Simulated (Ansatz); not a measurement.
Consider Hf$_{6}$F.

The calculation's input:

```
crystal:
  lattice:
    - [5.6189831488, 0.0, 0.0]
    - [-2.8094915744, 4.8661821503, 0.0]
    - [0.0, 0.0, 10.3490993174]
  atoms:
    - { symbol: Hf, position: [0.6645191346, 0.6785466049, 0.6178169153] }
    - { symbol: Hf, position: [0.0140274703, 0.6785466049, 0.8821830847] }
    - { symbol: Hf, position: [0.0140274703, 0.3354808654, 0.6178169153] }
    - { symbol: Hf, position: [0.3214533951, 0.3354808654, 0.8821830847] }
    - { symbol: Hf, position: [0.6645191346, 0.9859725297, 0.8821830847] }
    - { symbol: Hf, position: [0.3214533951, 0.9859725297, 0.6178169153] }
    - { symbol: Hf, position: [0.3354808654, 0.0140274703, 0.1178169153] }
    - { symbol: Hf, position: [0.9859725297, 0.6645191346, 0.3821830847] }
    - { symbol: Hf, position: [0.6785466049, 0.0140274703, 0.3821830847] }
    - { symbol: Hf, position: [0.9859725297, 0.3214533951, 0.1178169153] }
    - { symbol: Hf, position: [0.3354808654, 0.3214533951, 0.3821830847] }
    - { symbol: Hf, position: [0.6785466049, 0.6645191346, 0.1178169153] }
    - { symbol: F, position: [0.6666666667, 0.3333333333, 0.75] }
    - { symbol: F, position: [0.3333333333, 0.6666666667, 0.25] }
basis:
  ecutwfc: 420
kpoints:
  mp_grid: { grid: [6, 6, 4] }
hamiltonian:
  xc: pbe
scf:
  occupations: { method: gaussian, width: 0.1 }
output:
  forces: true
  stress: true
  eigenvalues: true
  write_density: true
  write_potential: true
  elf: true
  volumetric_format: npy
relax:
  adjacent_minimum: "off"
  f_tol: 0.01
  max_steps: 80
  cell: { stress_tol: 0.05 }
```

Run with:

```sh
ansatz run input.yaml --threads 1 --pin off --max-ram 2560MiB --backend cpu --events-out ev --progress --plain --runs-dir out
```

Below, planes, directions and counts refer to the conventional cell (a = 5.62 Å, b = 5.62 Å, c = 10.36 Å, α = 90.00°, β = 90.00°, γ = 120.00°).

The fields are those of the relaxed geometry.

Space group P-31c; a generated structure, not necessarily the stable one.

These are results of DFT PBE, scalar-relativistic, plane waves, PAW (Ansatz 0.2.0), not measurements.

What will maps of the valence pseudo-density and electron localisation function show?

Hf–F (2.38 Å): ρ is about 0.28 e/Å³ halfway; the ELF is about 0.05 at the midpoint (no localised pair shows between them).
Hf–Hf (3.06 Å): the density is about 0.21 e/Å³ at the midpoint; the ELF is about 0.25 at the midpoint (no shared electron pair shows on this line).
Hf–Hf (3.24 Å): ρ is about 0.17 e/Å³ halfway; the ELF is about 0.25 at the midpoint; no localised pair shows between them.
Hf–Hf (3.37 Å): the density is about 0.15 e/Å³ at the midpoint; the ELF is about 0.25 at the midpoint; no localised pair shows between them.
The ELF has a maximum of about 0.80 in the space between the atoms, 1.9 Å from four Hf atoms, on no atom or two-centre bond.

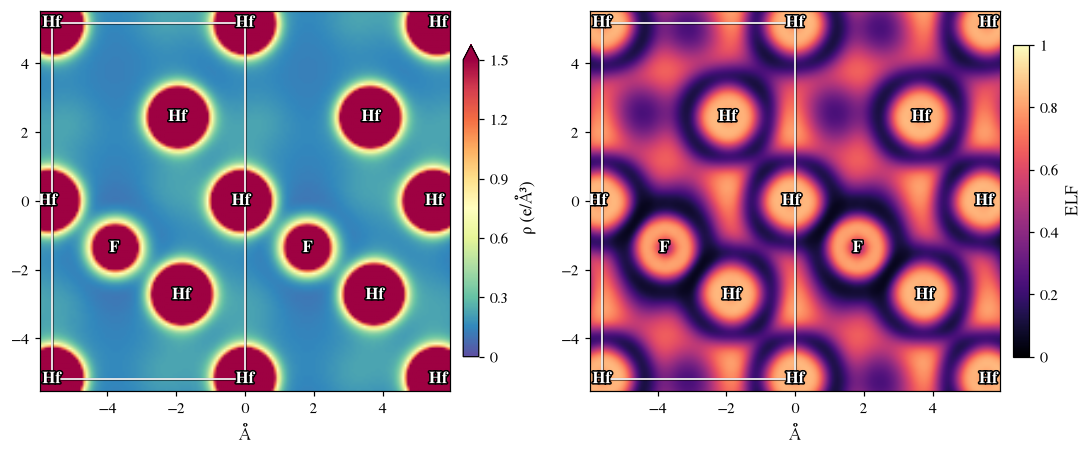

Computed valence pseudo-density and electron localisation function on the (100) plane of the conventional cell, in this order. 

The density is the valence pseudo-density of a PAW calculation; it isn't the true density close to the nuclei.
